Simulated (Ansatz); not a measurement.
## Geometry relaxation of AlH₄SeBrO₂ (part 2 of 2)

Continued. System: AlH₄SeBrO₂. Method: RKS PBE0-D4/def2-SVP (Ansatz 0.2.0). It belongs to a series of runs on one base structure; here: end point A relaxed.

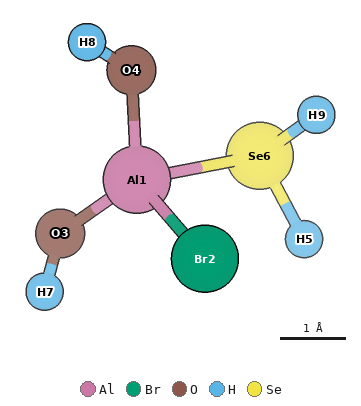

Figure 1. The geometry at step 23 of the log (ball-and-stick view, seen at a tilt; atoms are numbered from 1 in the order of the input).

Trajectory as extended XYZ, continued
```
9
Properties=species:S:1:pos:R:3:forces:R:3 step=11 energy=-146112.39087
Al   -0.4053   -0.1591   -0.5030    0.0569  -0.0321   0.0259
Br    0.3450   -2.3321   -0.5055   -0.0180   0.0507  -0.0021
O    -0.1495    0.7626   -1.9139    0.1078  -0.1053  -0.3496
O    -1.7300    0.2172    0.5081   -0.3038  -0.2801   0.1892
H     2.2593   -0.1383    1.1375   -0.0036   0.0231  -0.0061
Se    1.3790    1.0374    1.0311   -0.0239  -0.0310   0.0036
H     0.0169    0.3685   -2.7766   -0.0441   0.1199   0.2406
H    -2.3912   -0.4436    0.7470    0.2132   0.2575  -0.0873
H     0.6758    0.6874    2.2753    0.0155  -0.0027  -0.0143
9
Properties=species:S:1:pos:R:3:forces:R:3 step=12 energy=-146112.39933
Al   -0.4133   -0.1577   -0.4882    0.0237   0.0213   0.0157
Br    0.3279   -2.3278   -0.4845    0.0116  -0.0248  -0.0010
O    -0.1170    0.7488   -1.9056    0.0122  -0.0134  -0.0357
O    -1.7425    0.2071    0.5252   -0.0796  -0.0617   0.0424
H     2.2954   -0.0739    1.0701   -0.0103   0.0236  -0.0081
Se    1.3483    1.0537    1.0462   -0.0283  -0.0255   0.0061
H     0.0282    0.3482   -2.7643   -0.0029   0.0116   0.0301
H    -2.4489   -0.4204    0.6950    0.0597   0.0779  -0.0253
H     0.7220    0.6220    2.3062    0.0138  -0.0089  -0.0242
9
Properties=species:S:1:pos:R:3:forces:R:3 step=13 energy=-146112.40255
Al   -0.4080   -0.1544   -0.4686   -0.0088   0.0539  -0.0738
Br    0.3430   -2.3194   -0.4565    0.0133  -0.0545   0.0089
O    -0.1130    0.7365   -1.8980   -0.0131  -0.0063   0.0054
O    -1.7369    0.2166    0.5450   -0.0018  -0.0257   0.0245
H     2.3149   -0.0218    1.0173    0.0112   0.0070  -0.0127
Se    1.3245    1.0659    1.0580   -0.0438  -0.0150   0.0349
H     0.0415    0.3280   -2.7507   -0.0007  -0.0066   0.0048
H    -2.4777   -0.3790    0.6714    0.0136   0.0345  -0.0169
H     0.7118    0.5276    2.2820    0.0301   0.0126   0.0247
9
Properties=species:S:1:pos:R:3:forces:R:3 step=14 energy=-146112.38464 accepted=F
Al   -0.4114   -0.1601   -0.4431   -0.0503   0.0830  -0.1514
Br    0.3526   -2.3188   -0.4108    0.0125  -0.0783   0.0140
O    -0.0947    0.7049   -1.8897   -0.0683  -0.0263   0.0955
O    -1.7354    0.2252    0.5771   -0.8186  -0.5337  -0.0110
H     2.3687    0.1161    0.8902   -0.4047   0.3702   0.0875
Se    1.2442    1.0844    1.0995    0.2539  -0.6254   0.4542
H     0.0689    0.2834   -2.7346    0.0043  -0.0164   0.0277
H    -2.5675   -0.2886    0.5898    0.8526   0.5379  -0.0419
H     0.7747    0.3534    2.3216    0.2186   0.2888  -0.4746
9
Properties=species:S:1:pos:R:3:forces:R:3 step=15 energy=-146112.40633
Al   -0.4109   -0.1630   -0.4716    0.0244   0.0166  -0.0414
Br    0.3340   -2.3331   -0.4563   -0.0007  -0.0073   0.0004
O    -0.1133    0.7274   -1.9013   -0.0267  -0.0138   0.0259
O    -1.7268    0.2169    0.5563   -0.0108  -0.0233   0.0045
H     2.3410    0.0273    1.0068   -0.0087   0.0184  -0.0174
Se    1.2988    1.0655    1.0703   -0.0126  -0.0223   0.0480
H     0.0428    0.3199   -2.7540    0.0058  -0.0106   0.0020
H    -2.4942   -0.3497    0.6517    0.0029   0.0313  -0.0141
H     0.7287    0.4889    2.2983    0.0263   0.0109  -0.0078
9
Properties=species:S:1:pos:R:3:forces:R:3 step=16 energy=-146112.40975
Al   -0.4103   -0.1646   -0.4604   -0.0296  -0.0187  -0.0454
Br    0.3273   -2.3388   -0.4439    0.0131   0.0217   0.0079
O    -0.1260    0.7090   -1.9038   -0.0186   0.0029   0.0522
O    -1.7249    0.2178    0.5699   -0.2219  -0.1567   0.0131
H     2.3725    0.1036    0.9539   -0.1403   0.1312   0.0216
Se    1.2656    1.0752    1.1043    0.0791  -0.1959   0.1011
H     0.0604    0.2935   -2.7465    0.0134  -0.0170   0.0111
H    -2.5353   -0.3032    0.6005    0.2364   0.1763  -0.0264
H     0.7707    0.4075    2.3262    0.0684   0.0561  -0.1351
9
Properties=species:S:1:pos:R:3:forces:R:3 step=17 energy=-146112.41276
Al   -0.4236   -0.1817   -0.4564    0.0420   0.0116   0.0009
Br    0.3270   -2.3507   -0.4342   -0.0111   0.0248   0.0005
O    -0.1195    0.7034   -1.8883   -0.0408  -0.0094   0.0180
O    -1.7321    0.2148    0.5765   -0.1825  -0.1412  -0.0201
H     2.3895    0.1501    0.9279   -0.1528   0.1244   0.0117
Se    1.2439    1.0717    1.1033    0.0935  -0.2006   0.1380
H     0.0768    0.2934   -2.7314    0.0141  -0.0163  -0.0046
H    -2.5627   -0.2717    0.5756    0.1746   0.1347  -0.0034
H     0.8007    0.3707    2.3271    0.0631   0.0719  -0.1411
9
Properties=species:S:1:pos:R:3:forces:R:3 step=18 energy=-146112.42127
Al   -0.4277   -0.1799   -0.4336    0.0189   0.1179  -0.0120
Br    0.4044   -2.3175   -0.3618    0.0012   0.0201  -0.0142
O    -0.2006    0.6745   -1.9005    0.0650  -0.1700  -0.1445
O    -1.7291    0.2118    0.6077   -0.2036  -0.1153  -0.0122
H     2.3715    0.2462    0.8254    0.0705   0.0059   0.0163
Se    1.2117    1.0797    1.1736   -0.0936  -0.1127   0.0003
H     0.1409    0.2465   -2.6921   -0.0718   0.0998   0.1728
H    -2.6171   -0.1423    0.4987    0.1756   0.0977   0.0137
H     0.8459    0.1810    2.2827    0.0378   0.0566  -0.0202
9
Properties=species:S:1:pos:R:3:forces:R:3 step=19 energy=-146112.42248
Al   -0.4291   -0.1780   -0.4338    0.0179   0.1080  -0.0136
Br    0.4097   -2.3124   -0.3583   -0.0014   0.0063  -0.0172
O    -0.2041    0.6732   -1.9028    0.0614  -0.1623  -0.1361
O    -1.7316    0.2132    0.6063   -0.1863  -0.1103  -0.0121
H     2.3764    0.2497    0.8283    0.0773  -0.0083   0.0072
Se    1.2108    1.0743    1.1745   -0.0984  -0.0710   0.0088
H     0.1378    0.2437   -2.6932   -0.0677   0.0970   0.1662
H    -2.6198   -0.1391    0.4948    0.1642   0.0939   0.0130
H     0.8499    0.1754    2.2843    0.0331   0.0469  -0.0163
9
Properties=species:S:1:pos:R:3:forces:R:3 step=20 energy=-146112.42602
Al   -0.4372   -0.1789   -0.4325    0.0018   0.0241  -0.0094
Br    0.4129   -2.3091   -0.3611   -0.0043  -0.0069  -0.0171
O    -0.2252    0.6610   -1.9095    0.0737  -0.1257  -0.1171
O    -1.7436    0.2076    0.6049   -0.2579  -0.1206  -0.0323
H     2.4038    0.2903    0.8333   -0.0045   0.0184  -0.0008
Se    1.1971    1.0570    1.1849   -0.0133  -0.0594   0.0604
H     0.1386    0.2298   -2.6890   -0.0676   0.0931   0.1562
H    -2.6427   -0.1082    0.4602    0.2613   0.1195   0.0352
H     0.8963    0.1504    2.3088    0.0108   0.0575  -0.0752
9
Properties=species:S:1:pos:R:3:forces:R:3 step=21 energy=-146112.42861
Al   -0.4324   -0.1909   -0.4353    0.0150  -0.0030  -0.0177
Br    0.4109   -2.3230   -0.3926    0.0071  -0.0103  -0.0017
O    -0.2341    0.6495   -1.9126    0.0482  -0.0706  -0.0908
O    -1.7207    0.1932    0.6246    0.0180  -0.0081   0.0060
H     2.4034    0.3081    0.8496    0.0354  -0.0093  -0.0006
Se    1.1815    1.0559    1.1807   -0.0171  -0.0114   0.0597
H     0.1417    0.2257   -2.6891   -0.0568   0.0648   0.1111
H    -2.6268   -0.0744    0.4679   -0.0626   0.0117  -0.0080
H     0.8765    0.1559    2.3069    0.0128   0.0364  -0.0581
9
Properties=species:S:1:pos:R:3:forces:R:3 step=22 energy=-146112.42998
Al   -0.4356   -0.2021   -0.4289    0.0365  -0.0120  -0.0360
Br    0.4162   -2.3309   -0.3951    0.0014  -0.0021   0.0072
O    -0.2426    0.6405   -1.9052    0.0166  -0.0390  -0.0596
O    -1.7223    0.1791    0.6346   -0.1196  -0.0443  -0.0259
H     2.4270    0.3480    0.8558   -0.0229  -0.0079  -0.0018
Se    1.1761    1.0528    1.1826    0.0009  -0.0044   0.0470
H     0.1405    0.2189   -2.6781   -0.0366   0.0395   0.0553
H    -2.6399   -0.0338    0.4461    0.0992   0.0483   0.0261
H     0.8806    0.1274    2.2884    0.0246   0.0219  -0.0124
9
Properties=species:S:1:pos:R:3:forces:R:3 step=23 energy=-146112.43100
Al   -0.4333   -0.2086   -0.4288    0.0158  -0.0199  -0.0009
Br    0.4266   -2.3340   -0.3975    0.0065   0.0048   0.0041
O    -0.2511    0.6367   -1.9046   -0.0060  -0.0041   0.0036
O    -1.7200    0.1640    0.6383   -0.2339  -0.0537  -0.0587
H     2.4224    0.3511    0.8525   -0.0242   0.0082   0.0070
Se    1.1709    1.0510    1.1897    0.0357   0.0019   0.0008
H     0.1330    0.2187   -2.6772   -0.0042   0.0077  -0.0103
H    -2.6436   -0.0073    0.4268    0.2086   0.0594   0.0532
H     0.8950    0.1283    2.3009    0.0018  -0.0043   0.0012
9
Properties=species:S:1:pos:R:3:forces:R:3 step=24 energy=-146112.42970 accepted=F
Al   -0.4195   -0.2459   -0.3986   -0.2361  -0.0819  -0.0580
Br    0.5056   -2.3442   -0.4026    0.0398   0.0494   0.0377
O    -0.3179    0.6151   -1.8736    0.0530   0.0364   0.0052
O    -1.7504    0.0313    0.6497    0.3271  -0.0020   0.0306
H     2.4218    0.3022    0.8510   -0.0128   0.0123   0.0155
Se    1.1976    1.0547    1.1745    0.0039  -0.0401   0.0324
H     0.1033    0.2604   -2.6585   -0.0318  -0.0087   0.0316
H    -2.6452    0.1433    0.3341   -0.1522   0.0236  -0.0726
H     0.9046    0.1831    2.3242    0.0090   0.0108  -0.0223
9
Properties=species:S:1:pos:R:3:forces:R:3 step=25 energy=-146112.43377
Al   -0.4273   -0.2325   -0.4229   -0.0201   0.0043   0.0073
Br    0.4696   -2.3416   -0.4019    0.0025   0.0133   0.0103
O    -0.2710    0.6279   -1.8925   -0.0037   0.0004  -0.0132
O    -1.7195    0.1196    0.6449   -0.0021  -0.0217  -0.0035
H     2.4215    0.3439    0.8600    0.0028   0.0003   0.0071
Se    1.1716    1.0488    1.1879    0.0125   0.0002  -0.0048
H     0.1059    0.2291   -2.6783   -0.0008   0.0011  -0.0079
H    -2.6435    0.0667    0.3950    0.0093   0.0096  -0.0025
H     0.8928    0.1380    2.3078   -0.0005  -0.0076   0.0072
9
Properties=species:S:1:pos:R:3:forces:R:3 step=26 energy=-146112.42891 accepted=F
Al   -0.4219   -0.2521   -0.4226   -0.0387  -0.0105  -0.0208
Br    0.5294   -2.3360   -0.3933   -0.0033   0.0057  -0.0037
O    -0.3130    0.6153   -1.8929    0.0161  -0.0155  -0.0140
O    -1.7190    0.0638    0.6510   -0.7637   0.0700  -0.2213
H     2.4333    0.3315    0.8869    0.0109  -0.0068  -0.0092
Se    1.1772    1.0369    1.1858    0.0121   0.0342   0.0266
H     0.0686    0.2412   -2.6891   -0.0122   0.0055   0.0264
H    -2.6433    0.1568    0.3574    0.7925  -0.0769   0.2255
H     0.8886    0.1427    2.3170   -0.0138  -0.0057  -0.0093
9
Properties=species:S:1:pos:R:3:forces:R:3 step=27 energy=-146112.43437
Al   -0.4265   -0.2306   -0.4260   -0.0265  -0.0125   0.0041
Br    0.4952   -2.3280   -0.3874    0.0047  -0.0072  -0.0078
O    -0.2933    0.6244   -1.9014   -0.0063   0.0043   0.0258
O    -1.7213    0.1055    0.6435    0.1295  -0.0069   0.0299
H     2.4304    0.3310    0.8775   -0.0002  -0.0047  -0.0112
Se    1.1796    1.0413    1.1887    0.0082   0.0267   0.0233
H     0.0878    0.2327   -2.6883    0.0084  -0.0088  -0.0185
H    -2.6413    0.0880    0.3829   -0.1068   0.0099  -0.0374
H     0.8895    0.1357    2.3106   -0.0110  -0.0009  -0.0083
9
Properties=species:S:1:pos:R:3:forces:R:3 step=28 energy=-146112.43509
Al   -0.4237   -0.2354   -0.4258   -0.0189   0.0002  -0.0076
Br    0.5134   -2.3258   -0.3864    0.0013  -0.0052  -0.0075
O    -0.3033    0.6207   -1.9018    0.0047  -0.0114   0.0060
O    -1.7175    0.0938    0.6470    0.0182  -0.0099   0.0065
H     2.4299    0.3243    0.8835    0.0036  -0.0047  -0.0060
Se    1.1822    1.0419    1.1898   -0.0018   0.0158   0.0189
H     0.0775    0.2346   -2.6923   -0.0039   0.0015   0.0110
H    -2.6373    0.1102    0.3782    0.0012   0.0095  -0.0102
H     0.8788    0.1357    2.3080   -0.0045   0.0042  -0.0111
9
Properties=species:S:1:pos:R:3:forces:R:3 step=29 energy=-146112.43313 accepted=F
Al   -0.4163   -0.2522   -0.4251    0.0097   0.0274  -0.0545
Br    0.5622   -2.3238   -0.3883   -0.0117   0.0115  -0.0038
O    -0.3314    0.6090   -1.9017   -0.0036  -0.0194   0.0431
O    -1.7071    0.0551    0.6575   -0.5152   0.0593  -0.1396
H     2.4292    0.3098    0.9017    0.0075   0.0008   0.0085
Se    1.1869    1.0440    1.1913   -0.0179  -0.0234   0.0134
H     0.0491    0.2407   -2.7005    0.0003  -0.0093   0.0088
H    -2.6219    0.1798    0.3640    0.5167  -0.0688   0.1478
H     0.8494    0.1376    2.3011    0.0141   0.0220  -0.0237
9
Properties=species:S:1:pos:R:3:forces:R:3 step=30 energy=-146112.43561
Al   -0.4205   -0.2419   -0.4245   -0.0065   0.0085  -0.0242
Br    0.5267   -2.3279   -0.3922    0.0006   0.0047   0.0004
O    -0.3117    0.6161   -1.9004   -0.0022  -0.0049   0.0181
O    -1.7127    0.0794    0.6522   -0.0579  -0.0048  -0.0088
H     2.4297    0.3218    0.8908    0.0040  -0.0007   0.0007
Se    1.1837    1.0455    1.1909   -0.0086  -0.0087   0.0051
H     0.0678    0.2350   -2.6937    0.0000  -0.0049   0.0037
H    -2.6294    0.1350    0.3734    0.0680   0.0028   0.0111
H     0.8664    0.1371    2.3036    0.0025   0.0080  -0.0060
9
Properties=species:S:1:pos:R:3:forces:R:3 step=31 energy=-146112.43569
Al   -0.4199   -0.2520   -0.4273    0.0286   0.0172  -0.0162
Br    0.5507   -2.3270   -0.3922   -0.0121   0.0064  -0.0063
O    -0.3232    0.6125   -1.9003   -0.0116  -0.0124   0.0238
O    -1.7083    0.0600    0.6567   -0.1857   0.0094  -0.0495
H     2.4299    0.3162    0.9009    0.0009   0.0023   0.0051
Se    1.1823    1.0424    1.1890   -0.0008  -0.0063   0.0043
H     0.0532    0.2382   -2.6982    0.0023  -0.0068  -0.0002
H    -2.6193    0.1700    0.3681    0.1734  -0.0171   0.0489
H     0.8546    0.1397    2.3034    0.0050   0.0073  -0.0097
9
Properties=species:S:1:pos:R:3:forces:R:3 step=32 energy=-146112.43604
Al   -0.4179   -0.2496   -0.4246   -0.0056  -0.0097  -0.0313
Br    0.5458   -2.3276   -0.3961    0.0022   0.0087   0.0017
O    -0.3276    0.6107   -1.9003    0.0001   0.0021   0.0230
O    -1.7118    0.0530    0.6556   -0.0898   0.0147  -0.0202
H     2.4341    0.3190    0.9044   -0.0009   0.0008  -0.0003
Se    1.1856    1.0443    1.1907   -0.0060  -0.0079   0.0025
H     0.0527    0.2365   -2.6965   -0.0005  -0.0061   0.0047
H    -2.6186    0.1729    0.3627    0.0984  -0.0084   0.0242
H     0.8577    0.1408    2.3041    0.0021   0.0057  -0.0042
9
Properties=species:S:1:pos:R:3:forces:R:3 step=33 energy=-146112.43606
Al   -0.4145   -0.2495   -0.4231   -0.0139   0.0088  -0.0266
Br    0.5500   -2.3265   -0.3954    0.0028   0.0036  -0.0010
O    -0.3233    0.6155   -1.8966   -0.0177   0.0050   0.0636
O    -1.7118    0.0517    0.6540   -0.0607   0.0046  -0.0144
H     2.4349    0.3183    0.9066   -0.0026   0.0012   0.0013
Se    1.1865    1.0438    1.1933   -0.0044  -0.0073   0.0011
H     0.0354    0.2310   -2.6968    0.0248  -0.0185  -0.0422
H    -2.6146    0.1761    0.3524    0.0681  -0.0032   0.0221
H     0.8574    0.1395    2.3057    0.0035   0.0056  -0.0038
9
Properties=species:S:1:pos:R:3:forces:R:3 step=34 energy=-146112.43623
Al   -0.4178   -0.2561   -0.4247   -0.0016   0.0032  -0.0046
Br    0.5442   -2.3343   -0.4001    0.0013   0.0118   0.0014
O    -0.3222    0.6132   -1.8943   -0.0021  -0.0053   0.0031
O    -1.7113    0.0458    0.6566    0.0231  -0.0072   0.0069
H     2.4318    0.3239    0.9024    0.0037   0.0010   0.0040
Se    1.1810    1.0451    1.1885   -0.0022  -0.0103  -0.0045
H     0.0496    0.2367   -2.6934   -0.0004  -0.0011   0.0001
H    -2.6124    0.1823    0.3608   -0.0249   0.0070  -0.0089
H     0.8569    0.1435    2.3042    0.0032   0.0009   0.0025
```

This output came from the following input.

The input
```yaml
crystal:
  periodic: [false, false, false]
  atoms:
    - { symbol: Al, position_ang: [-0.724082, -0.262502, -0.79714] }
    - { symbol: Br, position_ang: [0.586712, -2.201805, -0.391505] }
    - { symbol: O, position_ang: [-0.503247, 0.635997, -2.205128] }
    - { symbol: O, position_ang: [-2.038183, 0.094854, 0.198166] }
    - { symbol: H, position_ang: [2.039173, -0.35569, 1.15633] }
    - { symbol: Se, position_ang: [1.888895, 1.105818, 1.437054] }
    - { symbol: H, position_ang: [0.173502, 0.535893, -2.875679] }
    - { symbol: H, position_ang: [-2.342784, -0.383245, 0.969591] }
    - { symbol: H, position_ang: [0.920013, 0.830679, 2.508411] }
basis:
  gaussian: { orbitals: def2-SVP }
hamiltonian:
  xc: pbe0
  dispersion: d4
relax:
  f_tol: 0.03
  max_steps: 50
```

Run as:
```bash
ansatz run input.yaml --threads 4 --pin off --max-ram 5120MiB --backend cpu --events-out ev --progress --plain --runs-dir out
```

Results in brief

- outcome: converged
- total energy: −146112.4363 eV
- mean-field energy: −146112.2165 eV
- largest force (length of the vector) at the end: 0.027 eV/Å
- hardware: 4 threads of Arm Neoverse N1, 16 GiB of memory available, shared host
- wall time: 2.6 min (CPU time 9.6 min)
- peak memory: 0.38 GiB
